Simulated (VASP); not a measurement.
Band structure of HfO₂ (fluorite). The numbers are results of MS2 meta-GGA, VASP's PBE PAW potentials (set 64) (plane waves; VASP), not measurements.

Unless said otherwise, spin-orbit coupling is left out, though it shifts the bands of the heavy elements here.

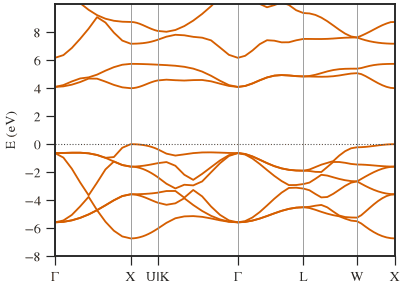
Figure: Bands along high-symmetry lines, zero at the valence-band maximum or, without a gap, the Fermi level

Question: Read the plot: is there a gap, and where are the band edges?

Answer: The gap is direct, 4.00 eV, from the valence maximum at X to the conduction minimum at X.

The compound is HfO2 in the fluorite structure, the high-temperature cubic form, which is unstable at 0 K; the monoclinic form is the stable one. It was relaxed first.
